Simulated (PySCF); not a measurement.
C2H6AlFN2 (SMILES [F][Al]1[NH]CC[NH]1)

The calculation's input:

```
{"job": {"kind": "uv", "xc": "B3LYP", "basis": "def2-SVPD", "nstates": 8, "ntriplets": 3}, "charge": 0, "multiplicity": 1}
F      2.480815     2.141489    -0.516807
Al     1.251947     1.080676    -0.261908
N     -0.483390     1.333483     0.009217
C     -1.121702     0.023001    -0.049107
C     -0.099200    -1.077460     0.298759
N      1.228002    -0.690991    -0.167190
H     -1.146974     2.091825    -0.011735
H     -1.956186    -0.034046     0.659081
H     -1.519444    -0.171167    -1.053500
H     -0.100976    -1.227252     1.386052
H     -0.417077    -2.015533    -0.170256
H      1.885381    -1.454710    -0.148634
```

Run with:

```sh
OMP_NUM_THREADS=1 python probes_run.py task.json out
```

Geometry: GFN2-xTB.

Computed with PySCF, B3LYP/def2-SVPD, SCF density, gas phase.

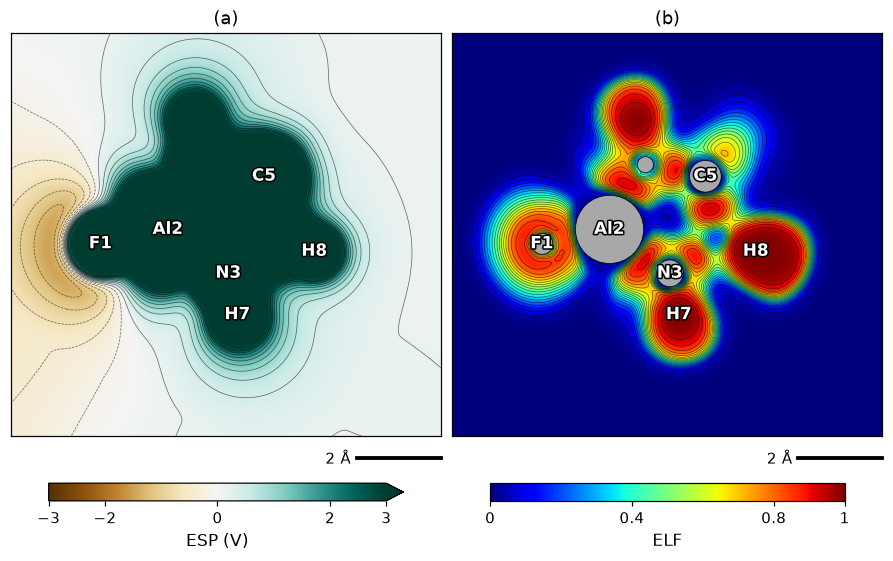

Figure 1. (a) electrostatic potential; (b) electron localisation function on the plane of atoms Al2, N3 and H7. Grey discs cover the atomic cores in the ELF map.

Read the bonding off the picture.

- Atoms in the plane: F, Al, N, C and H.
- Al–F (1.64 Å): the ELF peaks at about 0.85 in the valence shell of F, 0.5 Å from its nucleus, and is about 0.25 at the midpoint.
- Al–N (1.77 Å): the ELF peaks at about 0.90 in the valence shell of N, 0.7 Å from its nucleus, and is about 0.60 at the midpoint.
- N–H (1.01 Å): the ELF climbs to about 1 towards the hydrogen, as it does in any bond to H: an ordinary covalent bond to hydrogen.
- The ELF also peaks beside F1, away from the bonds: lone-pair regions.
- Outside the dense part of the molecule the potential is most negative (−1.5 V) near F1.

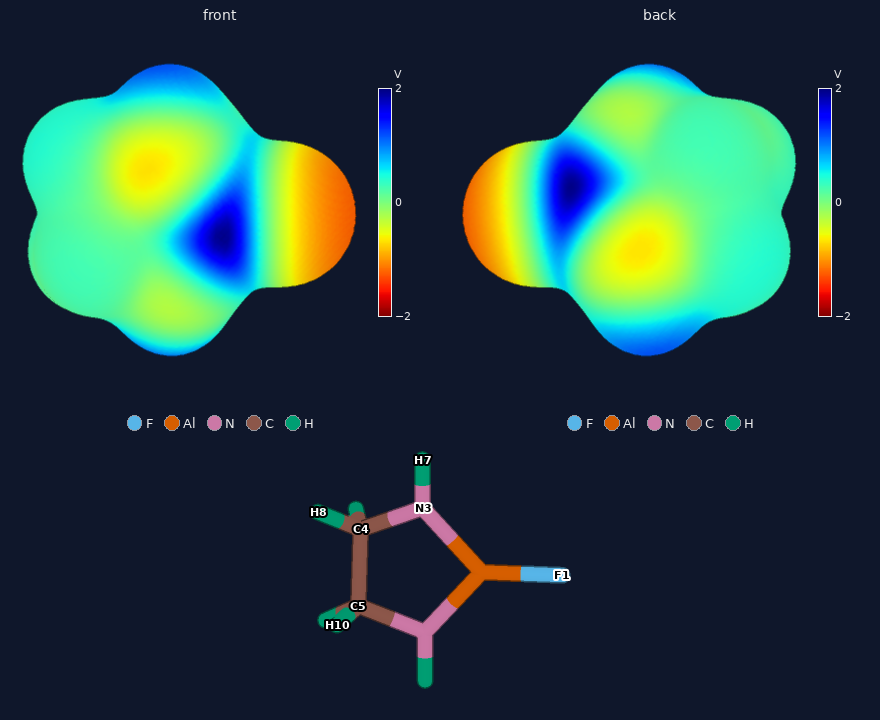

Figure 2. The electrostatic potential painted on the density surface at 0.001 e/bohr³, seen from the front and from behind; the colour scale runs from red (negative) to blue (positive). The bare structure is drawn below in the same view.

Where is the surface potential most negative and most positive?

The most negative region (about −1.2 V, or −28 kcal/mol for a unit charge) lies over F1, the most positive (about +1.9 V, or +44 kcal/mol for a unit charge) over Al2.

What dipole moment does the calculation give?

Its dipole moment is 1.87 D.
